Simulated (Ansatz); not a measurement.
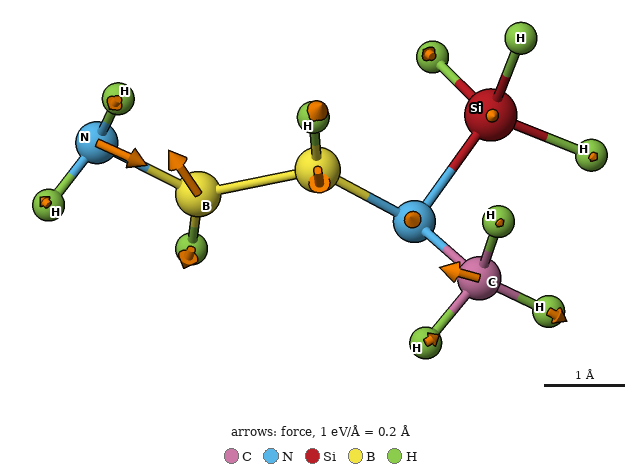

Starting geometry of CH10B2N2Si with the computed forces as orange arrows. A ball-and-stick model, seen from a free direction.

The run prepares an end point of a later path (inversion) calculation, from a guessed geometry.

Computed with RKS PBE/def2-SVP in Ansatz 0.2.0.

Input file:
```yaml
crystal:
  periodic: [false, false, false]
  atoms:
    - { symbol: C, position_ang: [0.4769, -1.9827, 0.8246] }
    - { symbol: "N", position_ang: [0.319, -0.8905, -0.2065] }
    - { symbol: Si, position_ang: [1.9366, -0.3345, -0.6938] }
    - { symbol: B, position_ang: [-0.3498, 0.3297, 0.3626] }
    - { symbol: B, position_ang: [-1.6821, 0.9793, -0.4982] }
    - { symbol: "N", position_ang: [-2.4011, 2.2314, 0.0571] }
    - { symbol: H, position_ang: [0.988, -2.817, 0.3984] }
    - { symbol: H, position_ang: [1.0106, -1.5685, 1.7134] }
    - { symbol: H, position_ang: [-0.5812, -2.2686, 1.1534] }
    - { symbol: H, position_ang: [2.7257, -1.4662, -1.2166] }
    - { symbol: H, position_ang: [1.8524, 0.72, -1.6777] }
    - { symbol: H, position_ang: [2.7014, 0.1956, 0.5128] }
    - { symbol: H, position_ang: [-0.0988, 0.8701, 1.3433] }
    - { symbol: H, position_ang: [-2.0641, 0.4964, -1.4732] }
    - { symbol: H, position_ang: [-3.37462, 1.93412, 0.24433] }
    - { symbol: H, position_ang: [-1.94063, 2.49704, 0.9778] }
basis:
  gaussian: { orbitals: def2-SVP }
hamiltonian:
  xc: pbe
relax:
  f_tol: 0.015
  max_steps: 40
```

Run as
```bash
ansatz run input.yaml --threads 2 --pin off --max-ram 3072MiB --backend cpu --events-out ev --progress --plain --runs-dir out
```

**What follows when this structure is relaxed?**

It isn't relaxed: the largest force vector, on B5, is 3.78 eV/Å. The final displacements have little in common with the starting forces (cosine between the two patterns 0.04). After 29 accepted moves (31 points after the start) the energy has fallen by 58.2 kcal/mol. Largest force component: 3.4 eV/Å at the start, 0.013 eV/Å at the end. The line search rejected the trial steps at points 13, 23 of the run. The forces were under the threshold at step 28, but the run went on from there. The atom that moves furthest after the best rigid fit is H13 (2.50 Å). By element the largest moves are H 2.50 Å, B 0.93 Å, N 0.58 Å, C 0.46 Å, Si 0.46 Å. Some distances before and after: B5–N6 1.547 → 1.404 Å, B4–H13 1.148 → 1.232 Å, N2–B4 1.503 → 1.421 Å, Si3–H11 1.445 → 1.498 Å. Bond angles that change, for instance: B5–N6–H15 105.6° → 123.3°, Si3–N2–B4 104.7° → 121.4°, B5–N6–H16 108.2° → 123.9°. Groups turn about B4–B5 by about 80°. The run took 110 s on 2 threads of Arm Neoverse V1 (shared host), peak memory 0.18 GiB.
